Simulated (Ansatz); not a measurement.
# Copper, diamond under r²SCAN: from relaxation to bulk modulus, part 2 of 2

Aim: take copper in the diamond structure, relax it, solve it on a dense k-mesh, switch on spin-orbit coupling, then scale the cell to 7 volumes from 88 to 112 % of the relaxed one and try a fit of the equation of state. The k-meshes are 11×11×11 for the relaxation; 17×17×17 for the dense run; 10×10×10 for spin-orbit coupling; 12×12×12 for the volumes.

Ansatz 0.2.0; DFT, r2SCAN, plane waves (500 eV) with PAW, scalar-relativistic.

### 4 A two-component run at the same geometry

This is Cu in the diamond structure; at room conditions it is fcc.

Contents of input.yaml:

```yaml
crystal:
  lattice:
    - [0.0, 2.6245551417, 2.6245551417]
    - [2.6245551417, 0.0, 2.6245551417]
    - [2.6245551417, 2.6245551417, 0.0]
  atoms:
    - { symbol: Cu, position: [0.125, 0.125, 0.125] }
    - { symbol: Cu, position: [0.875, 0.875, 0.875] }
hamiltonian:
  xc: r2scan
  pseudopotentials:
    kind: paw_fr
    azcp:
      Cu: "pseudopotentials/Cu.paw.azcp"
basis:
  ecutwfc: 500
  fft_grid_basis: typed
kpoints:
  mp_grid: { grid: [10, 10, 10], shift: [0, 0, 0] }
magnetization:
  noncollinear: true
  spin_orbit: true
scf:
  occupations: { method: fermi_dirac, width: 0.1 }
output:
  write_density: true
  write_potential: true
  elf: true
  volumetric_format: npy
```

The run is started by

```sh
$ ansatz run input.yaml --threads 1 --pin off --max-ram 3584MiB --backend cpu --events-out ev --progress --plain --runs-dir out
```

Output, shortened:

```text
[...]
Pseudopotentials: kind: paw_fr
Pseudopotential: Cu, paw_fr, valence charge 19, recommended cutoff 500 eV (meta_gga), <dir>
Functional definition: r2SCAN
[...]
non-collinear run that drives no moment, with spin-orbit: no starting moment large enough to seed its density (crystal.atoms[].spin), no starting occupations that ask for one, no magnetisation constraint and no magnetic field, so the semilocal B_xc is pinned to zero
Crystal: 2 atoms, lattice volume = 36.157 Å³
Basis set: ecut = 500 eV, 941 PW (Γ), exchange–correlation on 120×120×120 points (64 copies of the dense FFT grid, shifted against one another)
Bands: 46, of which v1, the nominal top of the filled ones, is band 38 counted from 1 (37 counted from 0)
Symmetry: 48 space group operations + 48 with time reversal
Magnetic group: BNS 227.129 (UNI 1631), of the structure as read, at distance tolerance 3.3e-5 Å
[...]
SCF iter   1: F=—  HF=-13257.389509 eV  |F-HF|=—  |Δ(HF+E_count)|=         —  Δρ=1.28e-1  dr2=3.77e0  dr2_τ=9.39e-4  dr2_m=0.00e0 (ungated)  ethr=3.10e-3  |M|=0.00e0 ∫|m|=0.00e0 μB  |m|>n=0.0e0 m-floor=0.0e0 τ_xc=0.0e0  β_m=0.30  ⟨swp⟩=9.0  Hψ=5368  notcnv=0  defer=12
[...]
SCF iter   9: F=-13256.854243 eV  HF=-13256.854243 eV  |F-HF|=1.82e-11  |Δ(HF+E_count)|=   1.00e-9  Δρ=2.46e-7  dr2=1.35e-11  dr2_τ=1.38e-13  dr2_m=0.00e0 (ungated)  ethr=1.59e-12  |M|=0.00e0 ∫|m|=0.00e0 μB  |m|>n=0.0e0 m-floor=0.0e0 τ_xc=0.0e0  ⟨swp⟩=1.0  Hψ=2924  notcnv=0
[...]
SCF converged after 9 iterations
Magnetization: |M| = 0.0000 μB,  M = (+0.0000, +0.0000, +0.0000) μB
Absolute magnetization: 0.0000 μB (∫|m|)
  site 0: m = (+0.0000, +0.0000, +0.0000) μB, |m| = 0.0000 μB  (R = 0.94 Å)
  site 1: m = (+0.0000, +0.0000, +0.0000) μB, |m| = 0.0000 μB  (R = 0.94 Å)
Free energy (F): -13256.854243 eV
[...]
E sigma→0 (E₀):  -13256.842779 eV
Entropy (-TS):   -0.022927 eV (-11.464 meV/atom)
Fermi energy:    9.141295 eV
[...]
--- Band table (eV; the first three rows and the last of 47) ---
[...]
```

It took 53 s on 1 thread of Intel Xeon Platinum 8259CL at 2.50GHz (Skylake/Cascade Lake), shared host; peak memory 0.69 GiB.

Side by side:

```
                          scalar-relativistic      with spin-orbit coupling
         k-mesh                      17×17×17                      10×10×10
gap on the mesh  none (levels filled in part)  none (levels filled in part)
```

The meshes differ, so small differences between the columns need not come from spin-orbit coupling.

Axes a, b and c in the maps are those of this run's conventional cell (a, b, c = 5.249, 5.249, 5.249 Å).

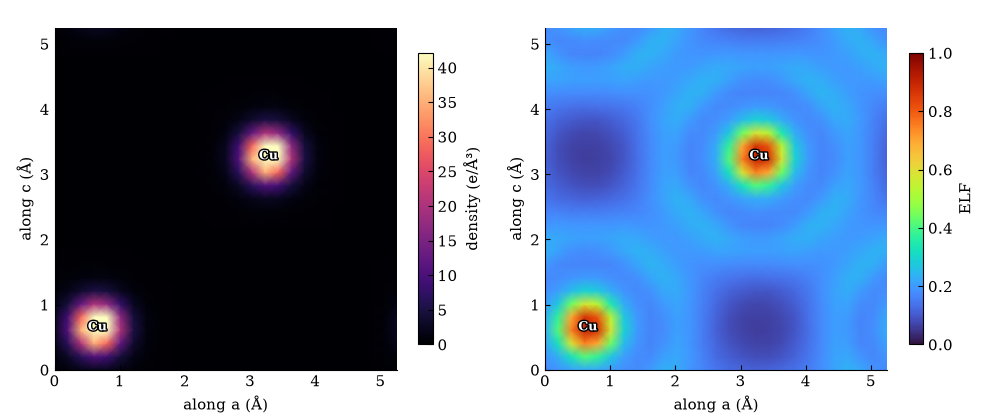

Density (left) and ELF (right) in a lattice plane of the grid's cell (edges 5.25 and 5.25 Å, at 0.125 of the third edge), which holds Cu. Only atoms in the plane are labelled; the density scale stops at 42.11 e/Å³. Both are smooth fields of the valence electrons: close to the nuclei they are not physical.

### 5 At 88 % of the relaxed volume

Contents of input.yaml:

```yaml
crystal:
  lattice:
    - [0.0, 2.5150691244, 2.5150691244]
    - [2.5150691244, 0.0, 2.5150691244]
    - [2.5150691244, 2.5150691244, 0.0]
  atoms:
    - { symbol: Cu, position: [0.125, 0.125, 0.125] }
    - { symbol: Cu, position: [0.875, 0.875, 0.875] }
hamiltonian:
  xc: r2scan
  pseudopotentials:
    kind: paw
    azcp:
      Cu: "pseudopotentials/Cu.paw.azcp"
basis:
  ecutwfc: 500
  fft_grid_basis: typed
kpoints:
  mp_grid: { grid: [12, 12, 12], shift: [0, 0, 0] }
magnetization:
  spin_polarized: false
scf:
  occupations: { method: fermi_dirac, width: 0.1 }
  lower_state_search: "off"
output:
  stress: true
  write_density: true
  write_potential: true
  elf: true
  volumetric_format: npy
```

The run is started by

```sh
$ ansatz run input.yaml --threads 1 --pin off --max-ram 3584MiB --backend cpu --events-out ev --progress --plain --runs-dir out
```

Output, shortened:

```text
[...]
Pseudopotentials: kind: paw
Pseudopotential: Cu, paw, valence charge 19, recommended cutoff 500 eV (meta_gga), <dir>
Functional definition: r2SCAN
[...]
Crystal: 2 atoms, lattice volume = 31.819 Å³
Basis set: ecut = 500 eV, 869 PW (Γ), exchange–correlation on 108×108×108 points (64 copies of the dense FFT grid, shifted against one another)
Bands: 23, of which v1, the nominal top of the filled ones, is band 19 counted from 1 (18 counted from 0)
Symmetry: 48 space group operations
Space group: Fd-3m (ITA 227), of the structure as read, at distance tolerance 3.2e-5 Å
k-points: 72 of 1728
[...]
SCF iter   1: F=-13259.904262 eV  HF=-13260.145407 eV  |F-HF|=2.41e-1  |Δ(HF+E_count)|=         —  Δρ=3.92e-2  dr2=2.85e-1  dr2_τ=3.39e-3  ethr=1.77e-3  ⟨swp⟩=5.2  Hψ=6671  notcnv=0
[...]
SCF iter   8: F=-13260.095929 eV  HF=-13260.095929 eV  |F-HF|=2.47e-8  |Δ(HF+E_count)|=   5.37e-7  Δρ=8.39e-6  dr2=1.42e-8  dr2_τ=3.96e-10  ethr=2.63e-10  ⟨swp⟩=8.9  Hψ=11465  notcnv=0
[...]
SCF converged after 8 iterations
Free energy (F): -13260.095929 eV
[...]
E sigma→0 (E₀):  -13260.084113 eV
Entropy (-TS):   -0.023632 eV (-11.816 meV/atom)
Fermi energy:    11.067858 eV
[...]
--- Stress (GPa, compression-positive) ---
       11.523487      -0.000000       0.000000
        0.000000      11.523487       0.000000
        0.000000       0.000000      11.523487
  P = ⅓ Tr σ = 11.5235 GPa (115.235 kbar)
--- Band table (eV; the first three rows and the last of 72) ---
  k-point 0: bands = ["-105.2850", "-105.2039", "-61.1721", "-61.1721", "-61.1721", "-60.9975", "-60.9975", "-60.9975", "3.5248", "7.2596", "7.2596", "7.2889", "7.2889", "7.2889", "8.7394", "8.7394", "8.7394", "9.5959", "9.5959", "22.5778", "22.5778", "22.5778", "23.2686"]
[...]
```

It took 15 s on 1 thread of Intel Xeon Platinum 8259CL at 2.50GHz (Skylake/Cascade Lake), shared host; peak memory 0.61 GiB.

### 6 At 92 % of the relaxed volume

input.yaml, as its differences from that of step 5:

```diff
@@ -2,5 +2,5 @@
   lattice:
-    - [0.0, 2.5150691244, 2.5150691244]
-    - [2.5150691244, 0.0, 2.5150691244]
-    - [2.5150691244, 2.5150691244, 0.0]
+    - [0.0, 2.5526130046, 2.5526130046]
+    - [2.5526130046, 0.0, 2.5526130046]
+    - [2.5526130046, 2.5526130046, 0.0]
   atoms:
@@ -26,5 +26 @@
   stress: true
-  write_density: true
-  write_potential: true
-  elf: true
-  volumetric_format: npy
```

The run is started by

```sh
$ ansatz run input.yaml --threads 1 --pin off --max-ram 3584MiB --backend cpu --events-out ev --progress --plain --runs-dir out
```

Output, shortened:

```text
[...]
Pseudopotentials: kind: paw
Pseudopotential: Cu, paw, valence charge 19, recommended cutoff 500 eV (meta_gga), <dir>
Functional definition: r2SCAN
[...]
Crystal: 2 atoms, lattice volume = 33.265 Å³
Basis set: ecut = 500 eV, 869 PW (Γ), exchange–correlation on 108×108×108 points (64 copies of the dense FFT grid, shifted against one another)
Bands: 23, of which v1, the nominal top of the filled ones, is band 19 counted from 1 (18 counted from 0)
Symmetry: 48 space group operations
Space group: Fd-3m (ITA 227), of the structure as read, at distance tolerance 3.2e-5 Å
k-points: 72 of 1728
[...]
SCF iter   1: F=-13259.969027 eV  HF=-13260.231222 eV  |F-HF|=2.62e-1  |Δ(HF+E_count)|=         —  Δρ=3.96e-2  dr2=3.07e-1  dr2_τ=3.35e-3  ethr=1.77e-3  ⟨swp⟩=5.2  Hψ=6660  notcnv=0
[...]
SCF iter   8: F=-13260.177495 eV  HF=-13260.177495 eV  |F-HF|=2.67e-8  |Δ(HF+E_count)|=   5.40e-7  Δρ=8.35e-6  dr2=1.48e-8  dr2_τ=4.65e-10  ethr=2.63e-10  ⟨swp⟩=4.1  Hψ=5872  notcnv=0
[...]
SCF converged after 8 iterations
Free energy (F): -13260.177495 eV
[...]
E sigma→0 (E₀):  -13260.165450 eV
Entropy (-TS):   -0.024090 eV (-12.045 meV/atom)
Fermi energy:    10.352651 eV
[...]
--- Stress (GPa, compression-positive) ---
        6.737857       0.000000       0.000000
       -0.000000       6.737857      -0.000000
        0.000000       0.000000       6.737857
  P = ⅓ Tr σ = 6.7379 GPa (67.379 kbar)
```

Run time: 11 s. Hardware: 1 thread of Intel Xeon Platinum 8259CL at 2.50GHz (Skylake/Cascade Lake), shared host; peak memory 0.61 GiB.

### 7 At 96 % of the relaxed volume

input.yaml, as its differences from that of step 6:

```diff
@@ -2,5 +2,5 @@
   lattice:
-    - [0.0, 2.5526130046, 2.5526130046]
-    - [2.5526130046, 0.0, 2.5526130046]
-    - [2.5526130046, 2.5526130046, 0.0]
+    - [0.0, 2.5890838321, 2.5890838321]
+    - [2.5890838321, 0.0, 2.5890838321]
+    - [2.5890838321, 2.5890838321, 0.0]
   atoms:
```

The run is started by

```sh
$ ansatz run input.yaml --threads 1 --pin off --max-ram 3584MiB --backend cpu --events-out ev --progress --plain --runs-dir out
```

Output, shortened:

```text
[...]
Pseudopotentials: kind: paw
Pseudopotential: Cu, paw, valence charge 19, recommended cutoff 500 eV (meta_gga), <dir>
Functional definition: r2SCAN
[...]
Crystal: 2 atoms, lattice volume = 34.711 Å³
Basis set: ecut = 500 eV, 893 PW (Γ), exchange–correlation on 108×108×108 points (64 copies of the dense FFT grid, shifted against one another)
Bands: 23, of which v1, the nominal top of the filled ones, is band 19 counted from 1 (18 counted from 0)
Symmetry: 48 space group operations
Space group: Fd-3m (ITA 227), of the structure as read, at distance tolerance 3.3e-5 Å
k-points: 72 of 1728
[...]
SCF iter   1: F=-13259.994098 eV  HF=-13260.278406 eV  |F-HF|=2.84e-1  |Δ(HF+E_count)|=         —  Δρ=4.01e-2  dr2=3.31e-1  dr2_τ=3.34e-3  ethr=1.77e-3  ⟨swp⟩=5.0  Hψ=6644  notcnv=0
[...]
SCF iter   8: F=-13260.220641 eV  HF=-13260.220641 eV  |F-HF|=3.10e-8  |Δ(HF+E_count)|=   5.73e-7  Δρ=8.85e-6  dr2=1.79e-8  dr2_τ=5.38e-10  ethr=2.63e-10  ⟨swp⟩=4.0  Hψ=5741  notcnv=0
[...]
SCF converged after 8 iterations
Free energy (F): -13260.220641 eV
[...]
E sigma→0 (E₀):  -13260.208408 eV
Entropy (-TS):   -0.024466 eV (-12.233 meV/atom)
Fermi energy:    9.700513 eV
[...]
--- Stress (GPa, compression-positive) ---
        2.971070       0.000000       0.000000
        0.000000       2.971070       0.000000
       -0.000000       0.000000       2.971070
  P = ⅓ Tr σ = 2.9711 GPa (29.711 kbar)
```

Run time: 12 s. Hardware: 1 thread of Intel Xeon Platinum 8259CL at 2.50GHz (Skylake/Cascade Lake), shared host; peak memory 0.62 GiB.

### 8 At 100 % of the relaxed volume

input.yaml, as its differences from that of step 7:

```diff
@@ -2,5 +2,5 @@
   lattice:
-    - [0.0, 2.5890838321, 2.5890838321]
-    - [2.5890838321, 0.0, 2.5890838321]
-    - [2.5890838321, 2.5890838321, 0.0]
+    - [0.0, 2.6245551417, 2.6245551417]
+    - [2.6245551417, 0.0, 2.6245551417]
+    - [2.6245551417, 2.6245551417, 0.0]
   atoms:
```

The run is started by

```sh
$ ansatz run input.yaml --threads 1 --pin off --max-ram 3584MiB --backend cpu --events-out ev --progress --plain --runs-dir out
```

Output, shortened:

```text
[...]
Pseudopotentials: kind: paw
Pseudopotential: Cu, paw, valence charge 19, recommended cutoff 500 eV (meta_gga), <dir>
Functional definition: r2SCAN
[...]
Crystal: 2 atoms, lattice volume = 36.157 Å³
Basis set: ecut = 500 eV, 941 PW (Γ), exchange–correlation on 120×120×120 points (64 copies of the dense FFT grid, shifted against one another)
Bands: 23, of which v1, the nominal top of the filled ones, is band 19 counted from 1 (18 counted from 0)
Symmetry: 48 space group operations
Space group: Fd-3m (ITA 227), of the structure as read, at distance tolerance 3.3e-5 Å
k-points: 72 of 1728
[...]
SCF iter   1: F=-13259.990080 eV  HF=-13260.294924 eV  |F-HF|=3.05e-1  |Δ(HF+E_count)|=         —  Δρ=4.04e-2  dr2=3.53e-1  dr2_τ=3.35e-3  ethr=1.77e-3  ⟨swp⟩=5.1  Hψ=6587  notcnv=0
[...]
SCF iter   8: F=-13260.233555 eV  HF=-13260.233555 eV  |F-HF|=1.08e-8  |Δ(HF+E_count)|=   4.90e-7  Δρ=1.26e-5  dr2=3.75e-8  dr2_τ=5.22e-10  ethr=2.63e-10  ⟨swp⟩=4.0  Hψ=5575  notcnv=0
[...]
SCF converged after 8 iterations
Free energy (F): -13260.233555 eV
[...]
E sigma→0 (E₀):  -13260.221133 eV
Entropy (-TS):   -0.024845 eV (-12.423 meV/atom)
Fermi energy:    9.103799 eV
[...]
--- Stress (GPa, compression-positive) ---
        0.004229      -0.000000      -0.000000
        0.000000       0.004229      -0.000000
        0.000000      -0.000000       0.004229
  P = ⅓ Tr σ = 0.0042 GPa (0.042 kbar)
```

It took 11 s on 1 thread of Intel Xeon Platinum 8259CL at 2.50GHz (Skylake/Cascade Lake), shared host; peak memory 0.65 GiB.

### 9 At 104 % of the relaxed volume

input.yaml, as its differences from that of step 8:

```diff
@@ -2,5 +2,5 @@
   lattice:
-    - [0.0, 2.6245551417, 2.6245551417]
-    - [2.6245551417, 0.0, 2.6245551417]
-    - [2.6245551417, 2.6245551417, 0.0]
+    - [0.0, 2.6590927227, 2.6590927227]
+    - [2.6590927227, 0.0, 2.6590927227]
+    - [2.6590927227, 2.6590927227, 0.0]
   atoms:
```

The run is started by

```sh
$ ansatz run input.yaml --threads 1 --pin off --max-ram 3584MiB --backend cpu --events-out ev --progress --plain --runs-dir out
```

Output, shortened:

```text
[...]
Pseudopotentials: kind: paw
Pseudopotential: Cu, paw, valence charge 19, recommended cutoff 500 eV (meta_gga), <dir>
Functional definition: r2SCAN
[...]
Crystal: 2 atoms, lattice volume = 37.604 Å³
Basis set: ecut = 500 eV, 941 PW (Γ), exchange–correlation on 120×120×120 points (64 copies of the dense FFT grid, shifted against one another)
Bands: 23, of which v1, the nominal top of the filled ones, is band 19 counted from 1 (18 counted from 0)
Symmetry: 48 space group operations
Space group: Fd-3m (ITA 227), of the structure as read, at distance tolerance 3.4e-5 Å
k-points: 72 of 1728
[...]
SCF iter   1: F=-13259.963627 eV  HF=-13260.287032 eV  |F-HF|=3.23e-1  |Δ(HF+E_count)|=         —  Δρ=4.06e-2  dr2=3.72e-1  dr2_τ=3.36e-3  ethr=1.77e-3  ⟨swp⟩=5.1  Hψ=6545  notcnv=0
[...]
SCF iter   8: F=-13260.222633 eV  HF=-13260.222633 eV  |F-HF|=1.99e-8  |Δ(HF+E_count)|=   5.35e-7  Δρ=1.23e-5  dr2=3.91e-8  dr2_τ=5.97e-10  ethr=2.63e-10  ⟨swp⟩=4.0  Hψ=5502  notcnv=0
[...]
SCF converged after 8 iterations
Free energy (F): -13260.222633 eV
[...]
E sigma→0 (E₀):  -13260.210016 eV
Entropy (-TS):   -0.025236 eV (-12.618 meV/atom)
Fermi energy:    8.556208 eV
[...]
--- Stress (GPa, compression-positive) ---
       -2.330854       0.000000       0.000000
        0.000000      -2.330854       0.000000
        0.000000       0.000000      -2.330854
  P = ⅓ Tr σ = -2.3309 GPa (-23.309 kbar)
```

Wall time 13 s (1 thread of Intel Xeon Platinum 8259CL at 2.50GHz (Skylake/Cascade Lake), shared host); peak memory 0.66 GiB.

### 10 At 108 % of the relaxed volume

input.yaml, as its differences from that of step 9:

```diff
@@ -2,5 +2,5 @@
   lattice:
-    - [0.0, 2.6590927227, 2.6590927227]
-    - [2.6590927227, 0.0, 2.6590927227]
-    - [2.6590927227, 2.6590927227, 0.0]
+    - [0.0, 2.6927556979, 2.6927556979]
+    - [2.6927556979, 0.0, 2.6927556979]
+    - [2.6927556979, 2.6927556979, 0.0]
   atoms:
@@ -26 +26,5 @@
   stress: true
+  write_density: true
+  write_potential: true
+  elf: true
+  volumetric_format: npy
```

The run is started by

```sh
$ ansatz run input.yaml --threads 1 --pin off --max-ram 3584MiB --backend cpu --events-out ev --progress --plain --runs-dir out
```

Output, shortened:

```text
[...]
Pseudopotentials: kind: paw
Pseudopotential: Cu, paw, valence charge 19, recommended cutoff 500 eV (meta_gga), <dir>
Functional definition: r2SCAN
[...]
Crystal: 2 atoms, lattice volume = 39.050 Å³
Basis set: ecut = 500 eV, 965 PW (Γ), exchange–correlation on 120×120×120 points (64 copies of the dense FFT grid, shifted against one another)
Bands: 23, of which v1, the nominal top of the filled ones, is band 19 counted from 1 (18 counted from 0)
Symmetry: 48 space group operations
Space group: Fd-3m (ITA 227), of the structure as read, at distance tolerance 3.4e-5 Å
k-points: 72 of 1728
[...]
SCF iter   1: F=-13259.919983 eV  HF=-13260.259939 eV  |F-HF|=3.40e-1  |Δ(HF+E_count)|=         —  Δρ=4.06e-2  dr2=3.90e-1  dr2_τ=3.37e-3  ethr=1.77e-3  ⟨swp⟩=5.0  Hψ=6549  notcnv=0
[...]
SCF iter   8: F=-13260.192996 eV  HF=-13260.192996 eV  |F-HF|=1.80e-8  |Δ(HF+E_count)|=   5.65e-7  Δρ=1.38e-5  dr2=5.05e-8  dr2_τ=5.59e-10  ethr=2.63e-10  ⟨swp⟩=5.9  Hψ=10107  notcnv=0
[...]
SCF converged after 8 iterations
Free energy (F): -13260.192996 eV
[...]
E sigma→0 (E₀):  -13260.180199 eV
Entropy (-TS):   -0.025593 eV (-12.797 meV/atom)
Fermi energy:    8.052362 eV
[...]
--- Stress (GPa, compression-positive) ---
       -4.164745       0.000000      -0.000000
        0.000000      -4.164745       0.000000
       -0.000000       0.000000      -4.164745
  P = ⅓ Tr σ = -4.1647 GPa (-41.647 kbar)
--- Band table (eV; the first three rows and the last of 72) ---
  k-point 0: bands = ["-107.7922", "-107.7589", "-63.6588", "-63.6588", "-63.6588", "-63.5710", "-63.5710", "-63.5710", "1.7103", "5.0214", "5.0214", "5.0214", "5.0356", "5.0356", "6.1425", "6.1425", "6.1425", "6.7428", "6.7428", "17.9735", "17.9735", "17.9735", "18.9116"]
[...]
```

Wall time 14 s (1 thread of Intel Xeon Platinum 8259CL at 2.50GHz (Skylake/Cascade Lake), shared host); peak memory 0.65 GiB.

### 11 At 112 % of the relaxed volume

input.yaml, as its differences from that of step 10:

```diff
@@ -2,5 +2,5 @@
   lattice:
-    - [0.0, 2.6927556979, 2.6927556979]
-    - [2.6927556979, 0.0, 2.6927556979]
-    - [2.6927556979, 2.6927556979, 0.0]
+    - [0.0, 2.7255974187, 2.7255974187]
+    - [2.7255974187, 0.0, 2.7255974187]
+    - [2.7255974187, 2.7255974187, 0.0]
   atoms:
@@ -26,5 +26 @@
   stress: true
-  write_density: true
-  write_potential: true
-  elf: true
-  volumetric_format: npy
```

The run is started by

```sh
$ ansatz run input.yaml --threads 1 --pin off --max-ram 3584MiB --backend cpu --events-out ev --progress --plain --runs-dir out
```

Output, shortened:

```text
[...]
Pseudopotentials: kind: paw
Pseudopotential: Cu, paw, valence charge 19, recommended cutoff 500 eV (meta_gga), <dir>
Functional definition: r2SCAN
[...]
Crystal: 2 atoms, lattice volume = 40.496 Å³
Basis set: ecut = 500 eV, 965 PW (Γ), exchange–correlation on 120×120×120 points (64 copies of the dense FFT grid, shifted against one another)
Bands: 23, of which v1, the nominal top of the filled ones, is band 19 counted from 1 (18 counted from 0)
Symmetry: 48 space group operations
Space group: Fd-3m (ITA 227), of the structure as read, at distance tolerance 3.4e-5 Å
k-points: 72 of 1728
[...]
SCF iter   1: F=-13259.862949 eV  HF=-13260.217815 eV  |F-HF|=3.55e-1  |Δ(HF+E_count)|=         —  Δρ=4.06e-2  dr2=4.05e-1  dr2_τ=3.37e-3  ethr=1.77e-3  ⟨swp⟩=5.0  Hψ=6530  notcnv=0
[...]
SCF iter   8: F=-13260.148656 eV  HF=-13260.148656 eV  |F-HF|=5.93e-10  |Δ(HF+E_count)|=   9.96e-9  Δρ=1.60e-6  dr2=7.71e-10  dr2_τ=7.87e-12  ethr=2.63e-10  ⟨swp⟩=4.0  Hψ=5296  notcnv=0
[...]
SCF converged after 8 iterations
Free energy (F): -13260.148656 eV
[...]
E sigma→0 (E₀):  -13260.135726 eV
Entropy (-TS):   -0.025861 eV (-12.931 meV/atom)
Fermi energy:    7.587239 eV
[...]
--- Stress (GPa, compression-positive) ---
       -5.600042      -0.000000      -0.000000
       -0.000000      -5.600042       0.000000
       -0.000000       0.000000      -5.600042
  P = ⅓ Tr σ = -5.6000 GPa (-56.000 kbar)
```

It took 12 s on 1 thread of Intel Xeon Platinum 8259CL at 2.50GHz (Skylake/Cascade Lake), shared host; peak memory 0.65 GiB.

### 12 The equation of state

The cell was scaled evenly, with its shape and the fractional positions fixed.

```
V (Å³/atom)  E − E₀ (meV/atom)  P from the stress (GPa)  P from the fit (GPa)
     15.909               68.5                    11.52                 11.51
     16.632               27.8                     6.74                  6.71
     17.356                6.3                     2.97                  2.95
     18.079                0.0                     0.00                 -0.01
     18.802                5.5                    -2.33                 -2.35
     19.525               20.5                    -4.16                 -4.18
     20.248               42.7                    -5.60                 -5.62
```

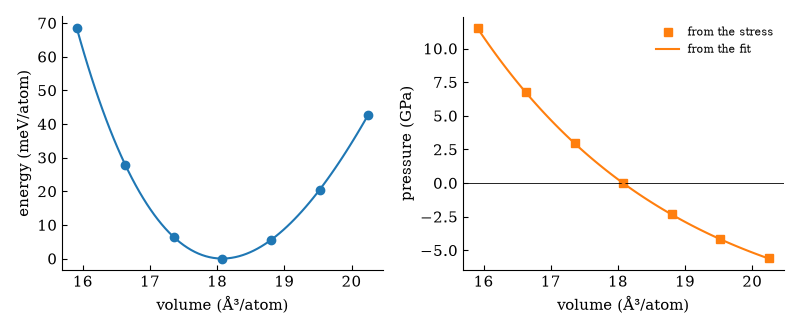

Energy and pressure against volume; the lines are the Birch-Murnaghan fit.

Fit (Birch-Murnaghan, third order): V₀ = 18.075 Å³/atom, B₀ = 66 GPa, B₀′ = 5.0, largest residual 0.02 meV/atom.

### 13 What came out

This closing draws on all 2 parts.

| quantity | value |
| --- | --- |
| space group (spins left aside) | Fd-3m (No. 227) |
| conventional cell | a = 5.249 Å |
| volume | 18.079 Å³/atom |
| shortest distance | 2.273 Å |
| gap on the mesh | none (levels filled in part) |
| relative to fcc | +1126 meV/atom |
| V₀, B₀, B₀′ | 18.075 Å³/atom, 66 GPa, 5.0 |

**Reading.** From the guessed start the volume grew by 13.4 % in 7 steps. It lies 1126 meV/atom above the element's reference form at the same level (fcc, from a run of its own), so it is far from stable. No gap shows: it is a metal or semimetal at this level. The total energy of the spin-orbit run lies +1.7 eV/atom from the scalar one, but the two kinds of run don't share a zero of energy: only differences within one kind count. The fitted modulus is 66 GPa. The symmetry was held, so the structure may be unstable against distortions that break it.
